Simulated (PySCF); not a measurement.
## A study: C9H7N, SMILES `c1ccc2ncccc2c1`

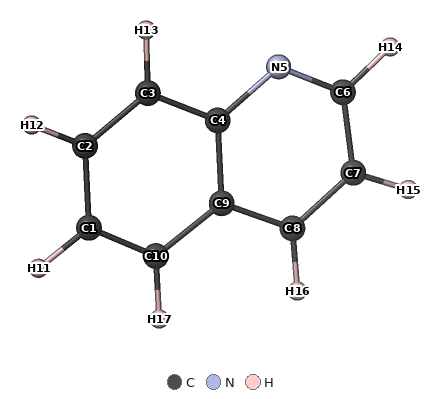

The molecule, with its atoms numbered as below. No frequency check shows the geometry to be a minimum.

Cartesian coordinates (Å):

```
C1       2.3928    0.6961    0.0000
C2       2.3813   -0.7086    0.0000
C3       1.1999   -1.3958    0.0000
C4      -0.0268   -0.6996    0.0000
N5      -1.1747   -1.4075    0.0000
C6      -2.3054   -0.7614    0.0000
C7      -2.4110    0.6421    0.0000
C8      -1.2617    1.3837    0.0000
C9      -0.0156    0.7229    0.0000
C10      1.2205    1.3991    0.0000
H11      3.3392    1.2170    0.0000
H12      3.3205   -1.2422    0.0000
H13      1.1685   -2.4740    0.0000
H14     -3.1987   -1.3742    0.0000
H15     -3.3839    1.1095    0.0000
H16     -1.2886    2.4653    0.0000
H17      1.2223    2.4802    0.0000
```

### 1. Bonding charge

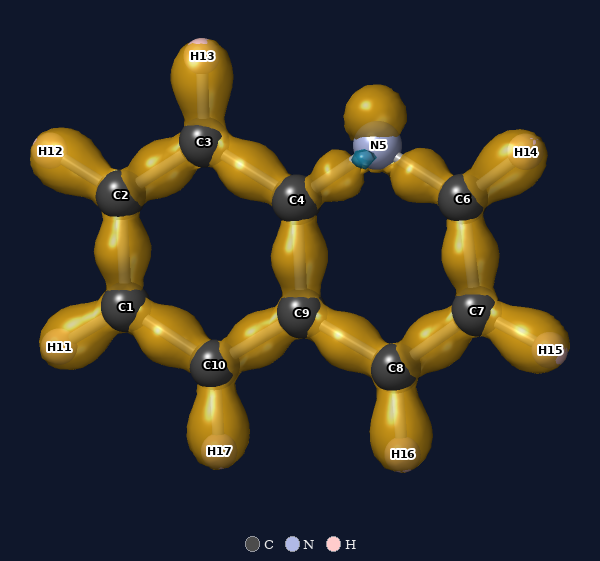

Deformation density (molecule less spherical, spin-averaged free atoms at the same positions), surfaces at ±0.24 e/Å³; yellow: gain, teal: loss.

Method: PBE0/6-31G*; geometry: GFN2-xTB; program: PySCF.

> How much density has each bond gained at its critical point, relative to the free atoms?

The five largest and four smallest: C6–H14: +0.71 e/Å³ at the bond critical point (bond length 1.08 Å, Mayer order 0.9). C3–H13: +0.69 e/Å³ at the bond critical point (bond length 1.08 Å, Mayer order 0.9). C2–H12: +0.68 e/Å³ at the bond critical point (bond length 1.08 Å, Mayer order 0.9). C8–H16: +0.68 e/Å³ at the bond critical point (bond length 1.08 Å, Mayer order 0.9). C1–H11: +0.68 e/Å³ at the bond critical point (bond length 1.08 Å, Mayer order 0.9). C1–C2: +0.59 e/Å³ at the bond critical point (bond length 1.41 Å, Mayer order 1.3). C9–C10: +0.58 e/Å³ at the bond critical point (bond length 1.41 Å, Mayer order 1.3). N5–C6: +0.54 e/Å³ at the bond critical point (bond length 1.30 Å, Mayer order 1.6). C4–N5: +0.48 e/Å³ at the bond critical point (bond length 1.35 Å, Mayer order 1.2). In all, 3.9 electrons gather in the regions of gain relative to the promolecule.

> Where do the Hirshfeld charges lie?

The highest Hirshfeld charge is on H16 (+0.06 e), the lowest on N5 (−0.17 e).

| atom | charge (e) |
| --- | --- |
| C1 | −0.05 |
| C2 | −0.04 |
| C3 | −0.04 |
| C4 | +0.05 |
| N5 | −0.17 |
| C6 | +0.02 |
| C7 | −0.05 |
| C8 | −0.03 |
| C9 | 0.00 |
| C10 | −0.05 |
| H11 | +0.05 |
| H12 | +0.05 |
| H13 | +0.05 |
| H14 | +0.05 |
| H15 | +0.05 |
| H16 | +0.06 |
| H17 | +0.05 |

### 2. Bond critical points

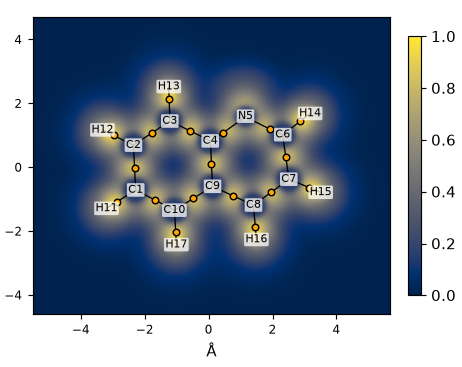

Localised orbital locator (LOL) in the molecular plane, with bond paths and bond critical points (dots).

> What values does LOL take at the bond critical points in this plane?

C6–H14: about 0.91; C3–H13: about 0.91; C8–H16: about 0.91; C2–H12: about 0.91; C7–H15: about 0.91; C1–H11: about 0.91; C10–H17: about 0.90; C3–C4: about 0.82; C4–C9: about 0.81; C6–C7: about 0.81; C8–C9: about 0.81; C9–C10: about 0.81; C1–C2: about 0.81; C2–C3: about 0.80; C1–C10: about 0.80; C7–C8: about 0.80; C4–N5: about 0.61; N5–C6: about 0.55. Values above 0.5 mark slow, localised electrons, as in shared pairs; low values at a critical point mark a polar or closed-shell contact whose critical point lies between the shells.

> Where along N5–C6 does the critical point lie?

0.86 Å from N5 and 0.44 Å from C6.

### 3. Electrostatic potential

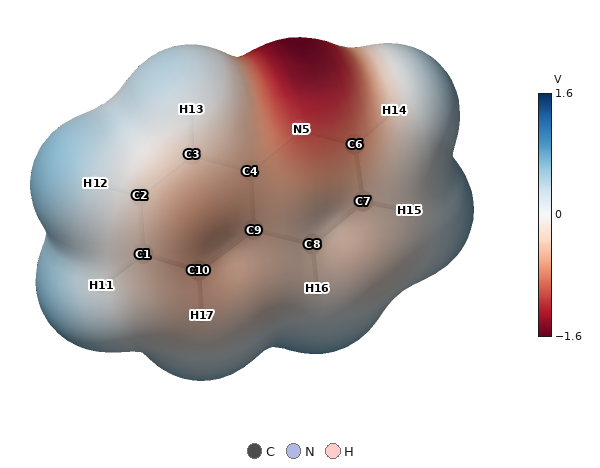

Electrostatic potential on the surface of electron density 0.001 a.u.

> Where are the extremes of the potential on the surface?

Highest: 0.89 V, 1.3 Å from H16. Further maxima include 0.72 V, 1.3 Å from H11; 0.68 V, 1.3 Å from H12. Lowest: −1.59 V, 1.9 Å from N5. Further minima include −0.62 V, off the C2–C3 bond (2.0 to 2.2 Å from its atoms), and at like points elsewhere; −0.42 V, off the C7–C8 bond (2.1 Å from its atoms), and at like points elsewhere. The surface is sampled at points, so like sites can differ by a few per cent and only the strongest of them is named.

### 4. In an electric field

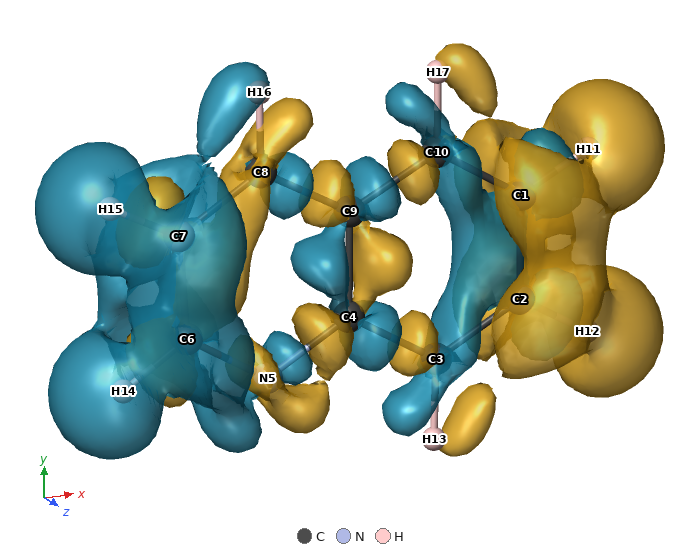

Change of the electron density in a uniform field of 0.41 V/Å, surfaces at ±0.003 e/Å³ (yellow: gain, teal: loss).

Method: TPSSh/6-31+G*; geometry: GFN2-xTB; program: PySCF. The basis has diffuse s and p functions alone, which still leaves polarisabilities too small, most of all across bonds.

The field was applied in both directions; the picture shows the one opposite to the script's first.

> Along which Cartesian direction does the field point?

Along −x: electrons gather on the +x side, against the field.

> How large is the response?

The induced dipole is 3.21 D (along the field); α along this axis, from the fields in both directions, is 159 bohr³ (23.5 Å³).

### 5. Localised orbitals

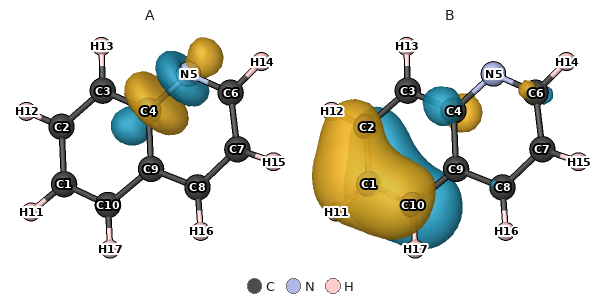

Intrinsic bond orbitals (IBO), occupied and valence-virtual; each surface holds about 85 % of the orbital's density. Energies are diagonal elements of the Fock matrix.

Level of theory: PBE0/6-31G* (PySCF), at a geometry from GFN2-xTB.

> What does each orbital represent in a Lewis picture?

By panel:
- A: σ* orbital C4–N5 (C4 55 %, N5 44 %; 14.5 eV)
- B: delocalised π orbital mainly over C1, C10 and C2 (C1 49 %, C10 32 %, C2 12 %; −8.3 eV)

> How do all the valence pairs divide up?

24 pairs: 18 σ bonds, 5 delocalised π orbitals and 1 lone pair.
